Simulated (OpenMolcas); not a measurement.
# Run report: Mn³⁺, multiconfigurational calculation (part 2 of 2)

Continued. System: Mn³⁺. Method: state-averaged CASSCF, active space 4 electrons in the shell 3d, basis ANO-L-VTZP, non-relativistic scalar Hamiltonian, spin-orbit coupling by RASSI with atomic mean-field integrals (OpenMolcas).

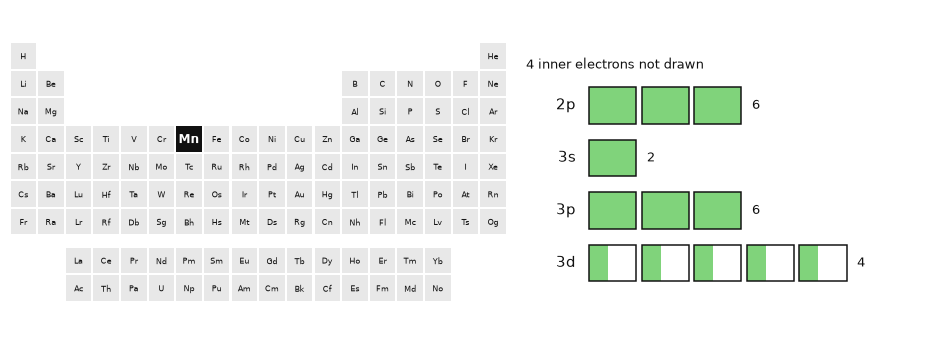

Left, the place of manganese in the periodic table; right, the outer shells of the leading configuration of the lowest level: a box for each of the 2l + 1 orbitals, shaded by the share of the shell that is filled, with the electron count at the right.

## Output (extracts), continued
```
--- RASSI ---
SPIN-FREE ENERGIES:
  (Shifted by EMIN (a.u.) =      -1147.8964300823)

 SF State       Relative EMIN(au)   Rel lowest level(eV)    D:o, cm**(-1)      L_eff

     1             0.0000000000        0.0000000000              0.0000         2.0
     2             0.0000000000        0.0000000000              0.0000         2.0
     3             0.0000000000        0.0000000000              0.0000         2.0
     4             0.0000000000        0.0000000000              0.0000         2.0
     5             0.0000000000        0.0000000000              0.0000         2.0
     6             0.1059752137        2.8837324723          23258.8710         5.0
     7             0.1059752137        2.8837324723          23258.8710         5.0
     8             0.1059752137        2.8837324723          23258.8710         5.0
     9             0.1059752137        2.8837324723          23258.8710         5.0
    10             0.1059752137        2.8837324723          23258.8710         5.0
    11             0.1059752137        2.8837324723          23258.8710         5.0
    12             0.1059752137        2.8837324723          23258.8710         5.0
    13             0.1059752137        2.8837324723          23258.8710         5.0
    14             0.1059752137        2.8837324723          23258.8710         5.0
    15             0.1059752137        2.8837324723          23258.8710         5.0
    16             0.1059752137        2.8837324723          23258.8710         5.0
    17             0.1181590397        3.2152712687          25932.9117         1.0
    18             0.1181590397        3.2152712687          25932.9117         1.0
    19             0.1181590397        3.2152712687          25932.9117         1.0
    20             0.1216883299        3.3113081478          26707.5014         3.0
    21             0.1216883299        3.3113081478          26707.5014         3.0
    22             0.1216883299        3.3113081478          26707.5014         3.0
    23             0.1216883299        3.3113081478          26707.5014         3.0
    24             0.1216883299        3.3113081478          26707.5014         3.0
    25             0.1216883299        3.3113081478          26707.5014         3.0
    26             0.1216883299        3.3113081478          26707.5014         3.0
    27             0.1337383064        3.6392047103          29352.1655         4.0
    28             0.1337383064        3.6392047103          29352.1655         4.0
    29             0.1337383064        3.6392047103          29352.1655         4.0
    30             0.1337383064        3.6392047103          29352.1655         4.0
    31             0.1337383064        3.6392047103          29352.1655         4.0
    32             0.1337383064        3.6392047103          29352.1655         4.0
    33             0.1337383064        3.6392047103          29352.1655         4.0
    34             0.1337383064        3.6392047103          29352.1655         4.0
    35             0.1337383064        3.6392047103          29352.1655         4.0
    51             0.1586983846        4.3184030407          34830.2695         6.0
    52             0.1586983846        4.3184030407          34830.2695         6.0
    53             0.1586983846        4.3184030407          34830.2695         6.0
    54             0.1586983846        4.3184030407          34830.2695         6.0
    55             0.1586983846        4.3184030407          34830.2695         6.0
Eigenvalues of complex Hamiltonian:
   -----------------------------------
  (Shifted by EMIN (a.u.) =      -1147.8964300823)

 SO State       Relative EMIN(au)   Rel lowest level(eV)    D:o, cm**(-1)     J-value

     1            -0.0028221974        0.0000000000              0.0000         0.0
     2            -0.0023442854        0.0130046479            104.8896         0.7
     3            -0.0023442854        0.0130046479            104.8896         0.9
     4            -0.0023442854        0.0130046479            104.8896         0.7
     5            -0.0014095572        0.0384399003            310.0387         1.2
     6            -0.0014095572        0.0384399003            310.0387         1.6
     7            -0.0014095572        0.0384399003            310.0387         1.6
     8            -0.0014095572        0.0384399003            310.0387         1.7
     9            -0.0014095572        0.0384399003            310.0387         1.7
    10            -0.0000534757        0.0753407576            607.6642         1.9
    11            -0.0000534757        0.0753407576            607.6642         2.7
    12            -0.0000534757        0.0753407576            607.6642         2.6
    13            -0.0000534757        0.0753407576            607.6642         2.4
    14            -0.0000534757        0.0753407576            607.6642         1.8
    15            -0.0000534757        0.0753407576            607.6642         2.7
    16            -0.0000534757        0.0753407576            607.6642         2.5
    17             0.0016822883        0.1225733003            988.6203         1.8
    18             0.0016822883        0.1225733003            988.6203         3.8
    19             0.0016822883        0.1225733003            988.6203         2.9
    20             0.0016822883        0.1225733003            988.6203         3.5
    21             0.0016822883        0.1225733003            988.6203         2.3
    22             0.0016822883        0.1225733003            988.6203         2.7
    23             0.0016822883        0.1225733003            988.6203         3.4
    24             0.0016822883        0.1225733003            988.6203         3.9
    25             0.0016822883        0.1225733003            988.6203         3.9
    26             0.1046631920        2.9248264467          23590.3162         3.3
    27             0.1046631920        2.9248264467          23590.3162         3.3
    28             0.1046631920        2.9248264467          23590.3162         3.6
    29             0.1046631920        2.9248264467          23590.3162         3.0
    30             0.1046631920        2.9248264467          23590.3162         2.9
    31             0.1046631920        2.9248264467          23590.3162         3.6
    32             0.1046631920        2.9248264467          23590.3162         3.2
    33             0.1046631920        2.9248264467          23590.3162         3.3
    34             0.1046631920        2.9248264467          23590.3162         2.4
    35             0.1056511648        2.9517105559          23807.1512         3.9
    36             0.1056511648        2.9517105559          23807.1512         3.9
    37             0.1056511648        2.9517105559          23807.1512         3.7
    38             0.1056511648        2.9517105559          23807.1512         4.2
    39             0.1056511648        2.9517105559          23807.1512         4.1
    40             0.1056511648        2.9517105559          23807.1512         3.8
    41             0.1056511648        2.9517105559          23807.1512         4.2
Weights of the five most important spin-orbit-free states for each spin-orbit state.

 SO State  Total energy (au)           Spin-free states, spin, and weights
 -------------------------------------------------------------------------------------------------------
    1        -0.002822       5 2.0  0.1997    2 2.0  0.1997    3 2.0  0.1997    1 2.0  0.1997    4 2.0  0.1997
    2        -0.002344       4 2.0  0.2966    3 2.0  0.1935    1 2.0  0.1833    5 2.0  0.1823    2 2.0  0.1433
    3        -0.002344       2 2.0  0.2624    5 2.0  0.2036    4 2.0  0.1839    1 2.0  0.1812    3 2.0  0.1679
    4        -0.002344       3 2.0  0.2380    1 2.0  0.2349    5 2.0  0.2135    2 2.0  0.1937    4 2.0  0.1190
    5        -0.001410       3 2.0  0.2704    4 2.0  0.2324    5 2.0  0.2171    1 2.0  0.1881    2 2.0  0.0915
    6        -0.001410       4 2.0  0.2464    1 2.0  0.2319    5 2.0  0.2005    2 2.0  0.1715    3 2.0  0.1492
    7        -0.001410       2 2.0  0.2390    1 2.0  0.2244    4 2.0  0.1959    5 2.0  0.1885    3 2.0  0.1517
    8        -0.001410       4 2.0  0.2389    2 2.0  0.2364    5 2.0  0.2144    3 2.0  0.2022    1 2.0  0.1076
    9        -0.001410       2 2.0  0.2611    1 2.0  0.2475    3 2.0  0.2260    5 2.0  0.1790    4 2.0  0.0859
   10        -0.000053       4 2.0  0.3054    5 2.0  0.2675    1 2.0  0.1596    2 2.0  0.1422    3 2.0  0.1249
   11        -0.000053       1 2.0  0.2278    3 2.0  0.2059    2 2.0  0.2023    4 2.0  0.1907    5 2.0  0.1729
   12        -0.000053       2 2.0  0.3129    3 2.0  0.2685    4 2.0  0.1960    1 2.0  0.1766    5 2.0  0.0457
```

## Spin-orbit levels, grouped by J and assigned (the lowest 25)

| Configuration | Level | E (cm⁻¹) | LS purity (%) | Landé g |
| --- | --- | --- | --- | --- |
| 3d⁴ | ⁵D₀ | 0 | 100 | – |
| 3d⁴ | ⁵D₁ | 105 | 100 | 1.501 |
| 3d⁴ | ⁵D₂ | 310 | 100 | 1.501 |
| 3d⁴ | ⁵D₃ | 608 | 100 | 1.501 |
| 3d⁴ | ⁵D₄ | 989 | 100 | 1.501 |
| 3d⁴ | ³H₄ | 23,590 | 99 | 0.801 |
| 3d⁴ | ³H₅ | 23,810 | 99 | 1.034 |
| 3d⁴ | ³H₆ | 24,050 | 100 | 1.167 |
| 3d⁴ | ³P₀ | 25,380 | 100 | – |
| 3d⁴ | ³P₁ | 26,000 | 100 | 1.500 |
| 3d⁴ | ³P₂ | 27,110 | 99 | 1.496 |
| 3d⁴ | ³F₂ | 27,150 | 99 | 0.671 |
| 3d⁴ | ³F₃ | 27,210 | 97 | 1.073 |
| 3d⁴ | ³F₄ | 27,330 | 96 | 1.243 |
| 3d⁴ | ³G₃ | 29,750 | 97 | 0.760 |
| 3d⁴ | ³G₄ | 30,020 | 96 | 1.056 |
| 3d⁴ | ³G₅ | 30,230 | 99 | 1.200 |
| 3d⁴ | ¹I₆ | 35,470 | 100 | 1.000 |
| 3d⁴ | ¹G₄ | 37,400 | 99 | 1.001 |
| 3d⁴ | ³D₃ | 38,430 | 100 | 1.334 |
| 3d⁴ | ³D₂ | 38,510 | 99 | 1.167 |
| 3d⁴ | ³D₁ | 38,610 | 100 | 0.500 |
| 3d⁴ | ¹S₀ | 43,410 | 100 | – |
| 3d⁴ | ¹D₂ | 46,430 | 99 | 1.001 |
| 3d⁴ | ¹F₃ | 53,600 | 100 | 1.000 |

## Summary

| quantity | value |
| --- | --- |
| outcome | converged |
| lowest level | 3d⁴ ⁵D₀ |
| first excited level | 3d⁴ ⁵D₁, 105 cm⁻¹ (measured: 99) |
| energy of the lowest spin-free term | −1147.89643 hartree |
| energy of the lowest spin-orbit level | −1147.89925 hartree |
| largest spread among components of a term | 0.0 cm⁻¹ |
| hardware | 1 CPU thread, shared host |
| wall time | 33 s |

## Remarks

Against measured levels the run misses widely: 3d4 3P J = 0 comes out at 25,384 cm⁻¹ where 20,654 cm⁻¹ is measured. Without dynamic correlation the splittings between terms come out too large, often by 20 to 50 %. Limits: only configurations of the active space are included.
